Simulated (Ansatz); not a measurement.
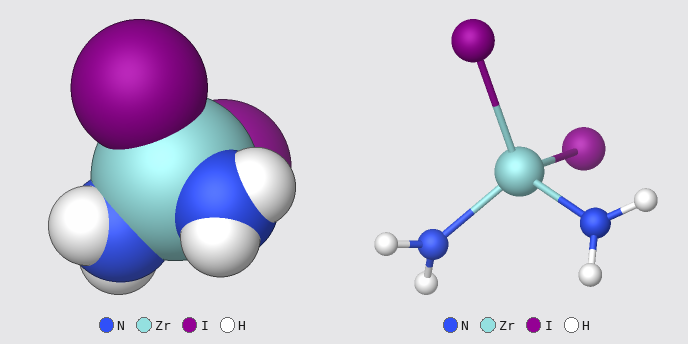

Two views of one molecule.

Charge 0, singlet. The geometry was computed by an optimisation with PBE0-D4/def2-TZVP.

Identify the structure.

The molecule is H₄I₂N₂Zr. Its SMILES string is `[NH2][Zr]([NH2])([I])[I]`. This geometry has Cs symmetry. Coordination: 2 N trigonal planar; 1 Zr tetrahedral.

The parts below concern this one geometry. Atoms keep their numbers from picture to picture.

### Geometry

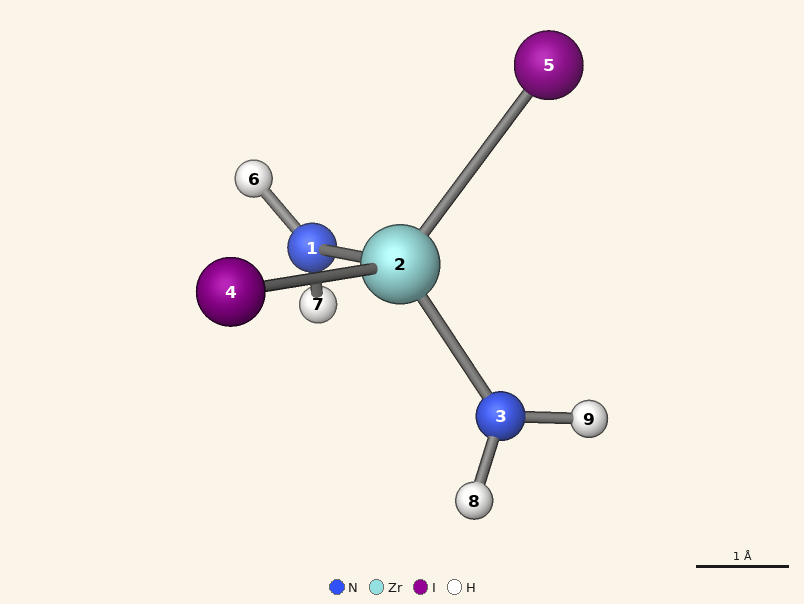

Which atoms are bonded, and how long are the bonds?

| bond | length (Å) |
| --- | --- |
| N1–Zr2 | 2.001 |
| N1–H6 | 1.013 |
| N1–H7 | 1.010 |
| Zr2–N3 | 1.997 |
| Zr2–I4 | 2.735 |
| Zr2–I5 | 2.735 |
| N3–H8 | 1.012 |
| N3–H9 | 1.012 |

### Vibrations

Harmonic vibrations computed with RKS PBE0-D4/def2-TZVP, core potentials on I, Zr (Ansatz 0.2.0) at a stationary point of the same level.

How many vibrational modes are there, and where do they lie?

21 modes: 46, 91, 92, 112, 154, 159, 209, 246, 315, 461, 475, 510, 512, 661, 674, 1522, 1534, 3543, 3552, 3640, 3653 cm⁻¹.

### Charges

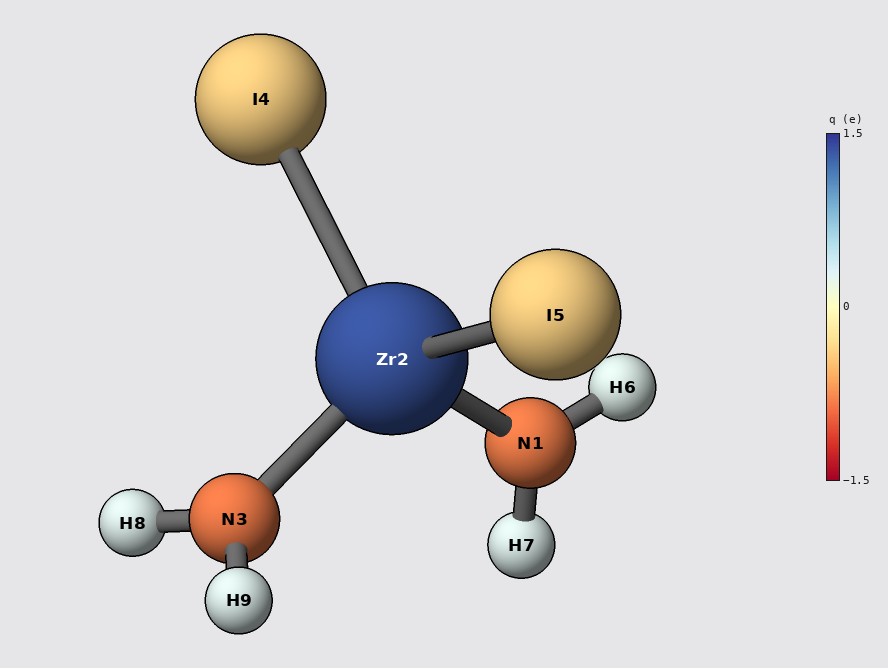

Atoms are coloured by their Mulliken charges. Level of theory: RKS PBE0-D4/def2-TZVP, core potentials on I, Zr (Ansatz 0.2.0).

List the Mulliken charges.

```csv
atom,value (e)
N1,−0.80
Zr2,1.33
N3,−0.82
I4,−0.37
I5,−0.37
H6,0.25
H7,0.26
H8,0.26
H9,0.26
```

### Electronic properties

Properties computed with RKS PBE-D4/def2-TZVPP, core potentials on I, Zr (Ansatz 0.2.0).

Estimate the HOMO energy (Kohn–Sham orbital).

−6.16 eV.

Estimate the dipole moment.

3.44 D.

Give the LUMO energy (Kohn–Sham orbital) at this level.

−2.58 eV.

Give the dispersion correction at this level.

−28.7 kJ/mol.

Mulliken values depend strongly on the basis set and can even reverse the polarity of a bond.
